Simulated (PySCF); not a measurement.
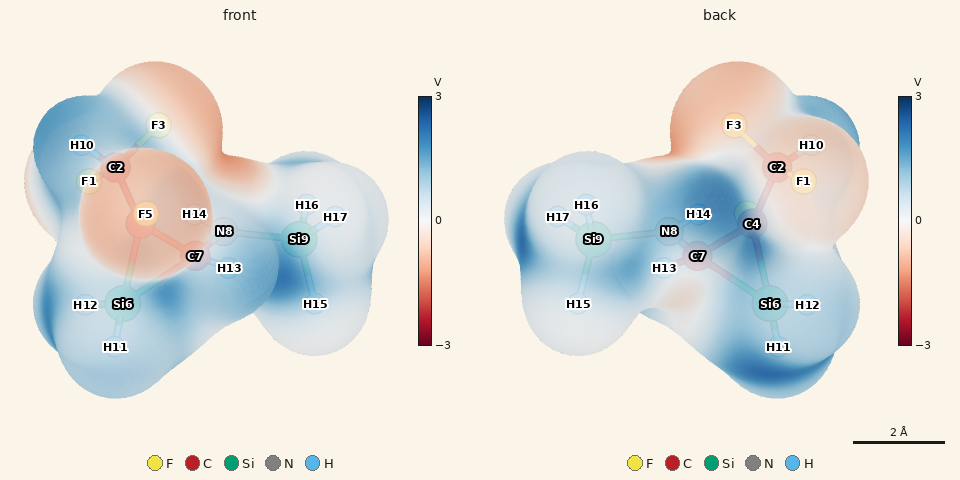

The picture shows: C3H8F3NSi2. The electrostatic potential painted on the density surface at 0.004 e/bohr³, seen from the front and from behind; the colour scale runs from red (negative) to blue (positive).

Geometry: GFN2-xTB.

Level of theory: PBE0/pcSseg-1, SCF density, gas phase, non-relativistic in PySCF 2.14.0.

Input file:

```
{"job": {"kind": "nmr", "xc": "PBE0", "basis": "pcSseg-1"}, "charge": 0, "multiplicity": 1}
F     -2.252191    -0.871732    -0.911046
C     -2.071605     0.407136    -0.476904
F     -1.651386     1.096774    -1.569917
C     -1.105572     0.435573     0.670462
F     -1.311671     1.590088     1.407583
Si    -0.504424    -1.146864     1.563215
C      0.374900     0.111409     0.422053
N      0.830765    -0.159356    -0.885567
Si     2.415315     0.178140    -1.460443
H     -3.052953     0.813711    -0.189663
H     -0.369419    -0.963081     2.992205
H     -1.024650    -2.371164     0.994913
H      1.026672     0.824412     0.918262
H      0.198787    -0.719239    -1.432778
H      3.423022    -0.596411    -0.718002
H      2.375641    -0.219770    -2.862443
H      2.691770     1.602404    -1.263499
```

Launched as:

```sh
OMP_NUM_THREADS=1 python probes_run.py task.json out
```

Describe the electrostatic potential map.

The most negative region (about −1.2 V, or −28 kcal/mol for a unit charge) lies over F3 and N8, the most positive (about +2.3 V, or +53 kcal/mol for a unit charge) over Si6 and Si9.

What dipole moment does the calculation give?

Its dipole moment is 1.87 D.
